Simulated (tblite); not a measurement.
**Frequency calculation, with input and output: C$_{3}$HF$_{3}$**

System: C$_{3}$HF$_{3}$.
Method: GFN2-xTB harmonic vibrations, gas phase (tblite 0.8.0).

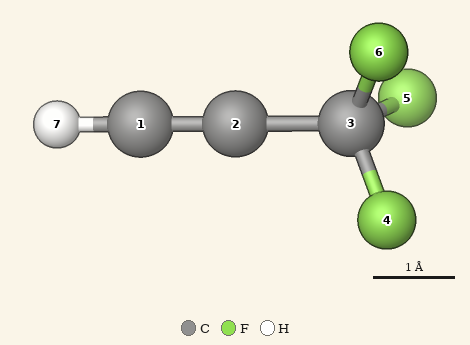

Figure 1. The structure (ball-and-stick view, seen at a tilt; atoms are numbered from 1 in the order of the input). Bond lengths as drawn: C–C 1.20 to 1.46 Å, C–F 1.34 Å and C–H 1.05 Å.

Input
```
{"job": {"kind": "ir", "xc": "GFN2-xTB", "basis": "xTB"}, "charge": 0, "multiplicity": 1}
C      1.747063    -0.137624     0.013814
C      0.554807    -0.043446     0.001916
C     -0.898499     0.071844    -0.012932
F     -1.446711    -0.629482    -1.016353
F     -1.448937    -0.379198     1.123974
F     -1.298998     1.343351    -0.161843
H      2.794607    -0.220541     0.024346
```

The first line tells a small driver script what to run in tblite; the rest is the geometry in Å.

Hardware: 1 CPU thread, shared host.

Command:
```bash
OMP_NUM_THREADS=1 python <driver script> task.json out
```

The program's output
```
mode    cm-1     km/mol
  1     153.3      0.01
  2     153.4      0.01
  3     406.1      4.52
  4     406.2      4.51
  5     493.0     41.14
  6     537.2      2.24
  7     537.2      2.24
  8     694.2     15.87
  9     694.3     15.89
 10     767.5      0.19
 11    1042.9    353.59
 12    1043.2    353.60
 13    1167.9    267.28
 14    2282.8     25.82
 15    3380.2     25.79
```

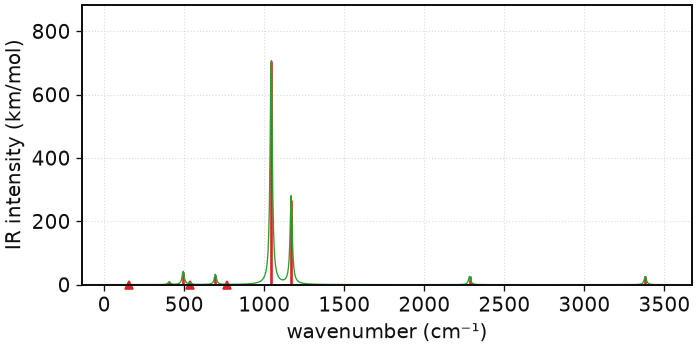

Figure 2. Harmonic infrared spectrum, unscaled: sticks (degenerate modes added up, dark ones marked on the axis) with a Lorentzian envelope of 16 cm⁻¹ full width, scaled to the tallest stick. 15 modes from 153 to 3380 cm⁻¹, none imaginary. The strongest line is at 1043 cm⁻¹ (707 km/mol). All modes, in cm⁻¹ (km/mol): 153 (0.0), 153 (0.0), 406 (4.5), 406 (4.5), 493 (41), 537 (2.2), 537 (2.2), 694 (15.9), 694 (15.9), 768 (0.2), 1043 (354), 1043 (354), 1168 (267), 2283 (26), 3380 (26).

Results in brief

```json
{"quantity": "outcome", "value": "converged"}
{"quantity": "total energy", "value": "−572.8308 eV"}
{"quantity": "zero-point energy", "value": "19.6700 kcal/mol"}
{"quantity": "peak memory", "value": "0.18 GiB"}
```
